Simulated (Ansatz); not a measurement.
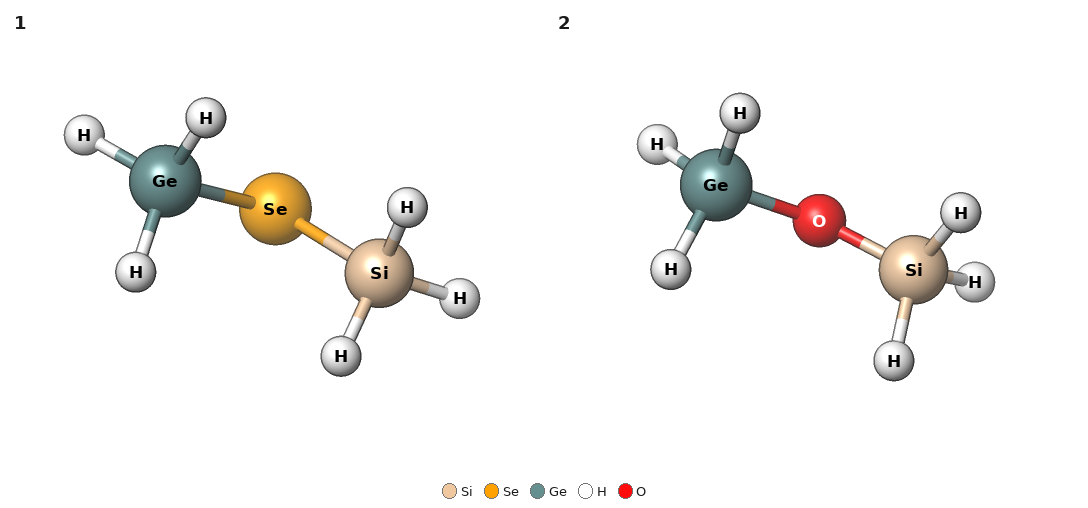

2 molecules with one skeleton, seen from the same side and at one scale. Charge 0, singlet. Computed geometries: PBE0-D4/def2-TZVP optimisations, one conformation each. Properties computed with Ansatz 0.2.0.

One atom differs, called X below: Se in panel 1, O in panel 2. Their formulas are GeH6SeSi (`[SiH3][Se][GeH3]`), GeH6OSi (`[SiH3][O][GeH3]`).

In which is the HOMO energy (Kohn–Sham orbital) higher (PBE0-D4/def2-SVP)?

Answer. In panel 1 (X = Se).

In which is the harmonic zero-point energy higher (PBE0-D4/def2-TZVP)?

Answer. In panel 2 (X = O).

Give the values. With PBE0-D4/def2-TZVP: length of X–Ge (Å), length of X–Si (Å), angle Si–X–Ge (°), harmonic zero-point energy (kJ/mol). With PBE0-D4/def2-SVP: HOMO energy (Kohn–Sham orbital) (eV), HOMO–LUMO gap (eV). With B3LYP-D4/def2-TZVPP: dipole moment (D).

| quantity | 1 (Se) | 2 (O) | 2 − 1 |
| --- | --- | --- | --- |
| length of X–Ge (Å) | 2.358 | 1.776 | −0.582 |
| length of X–Si (Å) | 2.273 | 1.633 | −0.640 |
| angle Si–X–Ge (°) | 94.9 | 134.7 | +39.8 |
| HOMO energy (Kohn–Sham orbital) (eV) | −6.91 | −8.37 | −1.46 |
| HOMO–LUMO gap (eV) | 6.69 | 8.46 | +1.77 |
| dipole moment (D) | 1.01 | 1.25 | +0.24 |
| harmonic zero-point energy (kJ/mol) | 129.9 | 138.5 | +8.6 |
